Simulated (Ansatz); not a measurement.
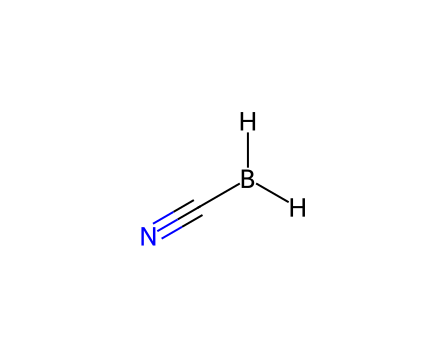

2D structure.

Give its SMILES.

BC#N

Give the formula, hydrogens included.

CH2BN.

An optimisation with PBE0-D4/def2-TZVP gave a structure of which point group?

C2v.

More results for the same structure follow; atom numbers are the same in all pictures, views and colours differ. The geometry was computed by an optimisation with PBE0-D4/def2-TZVP.

**Geometry**

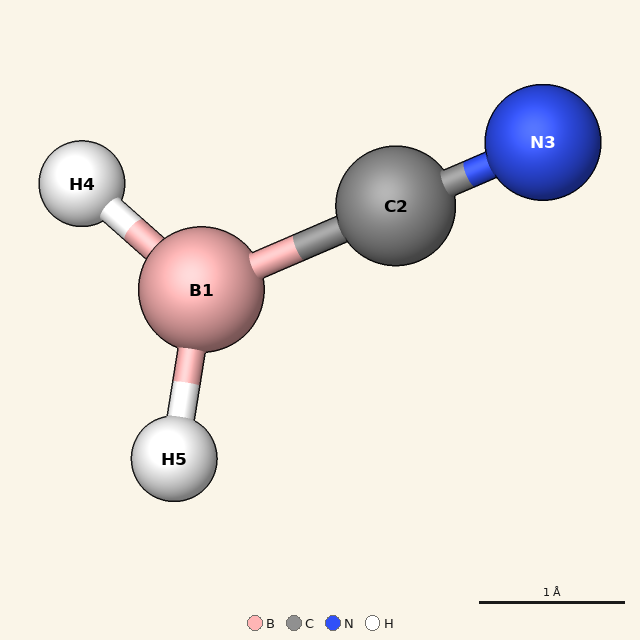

Numbered structure.

What are the angles C2–B1–H4, H4–B1–H5, B1–C2–N3?

```
   angle  degrees
C2–B1–H4    118.9
H4–B1–H5    122.2
B1–C2–N3    180.0
```

**Vibrations**

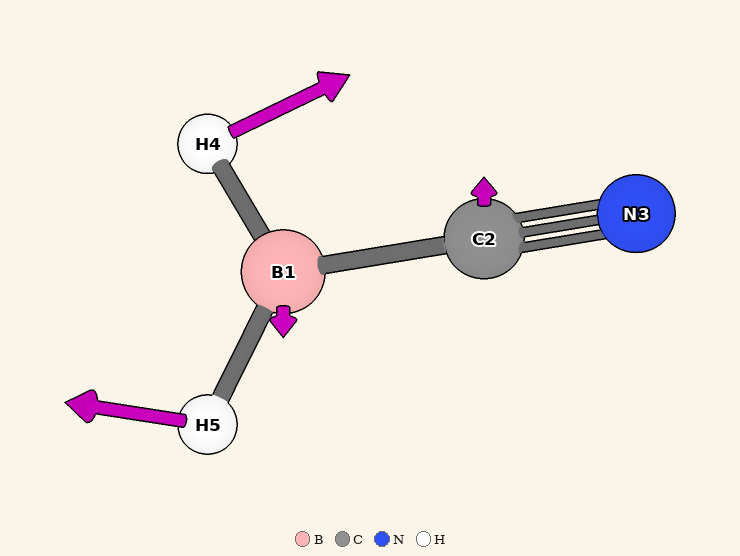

The arrows show one normal mode. Harmonic vibrations computed with RKS PBE0-D4/def2-TZVP (Ansatz 0.2.0) at a stationary point of the same level.

What kind of motion is it?

Mostly C–B–H bending.

Estimate its harmonic wavenumber.

878 cm⁻¹; it is mode 3 of 9 counted from the lowest.

**Levels of theory compared**

Program: Ansatz 0.2.0.

At this fixed geometry, give HOMO energy (eV), dipole (D), vertical IP (eV) at these levels: B3LYP-D4/def2-TZVPP; PBE-D4/def2-TZVPP; r2SCAN-D4/def2-TZVPP; ωB97M-V/def2-TZVPP.

| level | HOMO energy (eV) | dipole (D) | vertical IP (eV) |
| --- | --- | --- | --- |
| B3LYP-D4/def2-TZVPP | −9.52 | 2.72 | 12.34 |
| PBE-D4/def2-TZVPP | −8.40 | 2.57 | 12.09 |
| r2SCAN-D4/def2-TZVPP | −8.67 | 2.70 | 12.15 |
| ωB97M-V/def2-TZVPP | −12.04 | 2.76 | 12.44 |

**Thermal motion**

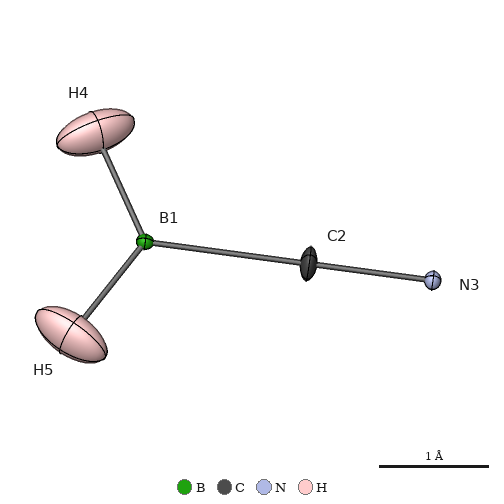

Displacement ellipsoids at the 50 % level, enlarged 1.5 times, from the internal vibrations of the free molecule (harmonic, no overall translation or rotation; no half-axis is drawn under 0.075 Å). Vibrations computed with RKS PBE0-D4/def2-TZVP (Ansatz 0.2.0). Temperature: 400 K.

Give the displacement parameters, one line for each set of equivalent atoms.

| atom | U_eq (Å²) | rms amplitudes (Å) |
| --- | --- | --- |
| B1 | 0.00087 | 0.023, 0.030, 0.034 |
| C2 | 0.0039 | 0.023, 0.067, 0.082 |
| N3 | 0.0013 | 0.024, 0.039, 0.042 |
| H4, H5 | 0.0152 | 0.080, 0.112, 0.164 |
